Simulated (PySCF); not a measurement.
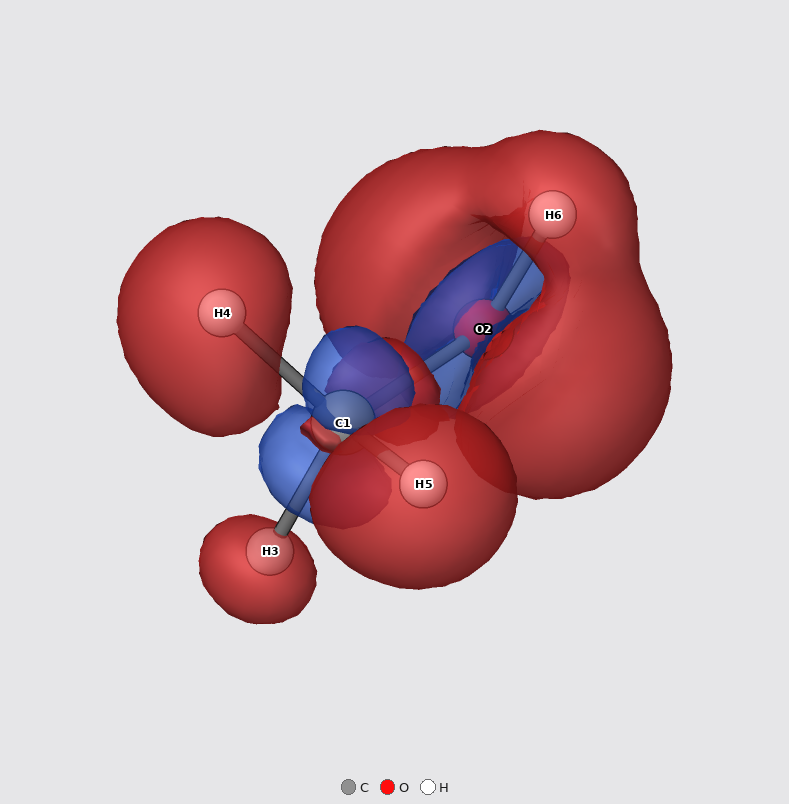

CH4O, SMILES `CO`. Fukui function f⁻ = ρ(N) − ρ(N−1) at fixed geometry, surfaces at ±0.04 e/Å³ (red positive, blue negative).

Method: B3LYP/6-31+G*; geometry: GFN2-xTB; program: PySCF. No frequency check shows the geometry to be a minimum.

Input

```python
import numpy as np
from pyscf import gto, scf, dft
from pyscf.scf import atom_ks, atom_hf
from scipy.linalg import block_diag

def solve(mol, dm0=None, hcore=None):
    mf = (dft.UKS if mol.spin else dft.RKS)(mol, xc='b3lyp')
    mf.grids.level = 3
    mf = mf.density_fit(auxbasis='def2-universal-jkfit')
    mf.conv_tol, mf.max_cycle = 1e-8, 80
    if hcore is not None:
        mf.get_hcore = lambda *args: hcore
    mf.kernel(dm0)
    if not mf.converged:
        mf = mf.newton().run(mf.mo_coeff, mf.mo_occ, max_cycle=30)
    assert mf.converged, 'SCF not converged'
    return mf

mol = gto.M(atom='''
C      0.65974     0.02003     0.00005
O     -0.73925    -0.12279    -0.00003
H      1.07340    -0.98663    -0.00620
H      1.01375     0.54364     0.89459
H      1.01270     0.55443    -0.88887
H     -1.14427     0.75073     0.00042
''', basis='6-31+g*', charge=0, spin=0, verbose=4)
mf = solve(mol)
out = dict(e0=mf.e_tot, dm0=mf.make_rdm1(), c=mf.mo_coeff, occ=mf.mo_occ, eps=mf.mo_energy)
for name, dq, spin in [('cation', 1, 1), ('anion', -1, 1)]:
    ion = mol.copy().set(charge=mol.charge + dq, spin=spin).build()
    mi = solve(ion)
    if spin and dq > 0 and mol.nao < 130:
        c, _, stable, _ = mi.stability(return_status=True)
        if not stable:
            mi = solve(ion, mi.make_rdm1(c, mi.mo_occ))
    print(name, 'vertical energy change / eV', (mi.e_tot - mf.e_tot) * 27.211386)
    out.update({'e_' + name: mi.e_tot, 'dm_' + name: mi.make_rdm1(), 's2_' + name: mi.spin_square()[0], 'eps_' + name: mi.mo_energy, 'occ_' + name: mi.mo_occ})
# spherically averaged free atoms, for the promolecule
atm = atom_ks.get_atm_nrks(mol, xc='b3lyp')
pro = block_diag(*[(atm[a[0]][2] * atm[a[0]][3]) @ atm[a[0]][2].T for a in mol._atom])
np.savez('result.npz', pro=pro, **out)
```

Run with:

```sh
OMP_NUM_THREADS=1 python input.py
```

The run took 19 s on 1 thread of Arm Neoverse V2, on a shared host, peak memory 0.31 GiB.

Partitions, critical points and surface values were worked out afterwards from this run's density.

Q: On which atoms does the density change most on removal of an electron?

A: f⁻ (Hirshfeld-condensed) is largest on O2 (0.43); the vertical ionisation energy is 10.88 eV. Condensed values hint at sites of electrophilic attack but needn't mark the atom that reacts. Orbital relaxation makes it negative in places (0.17 e in all).
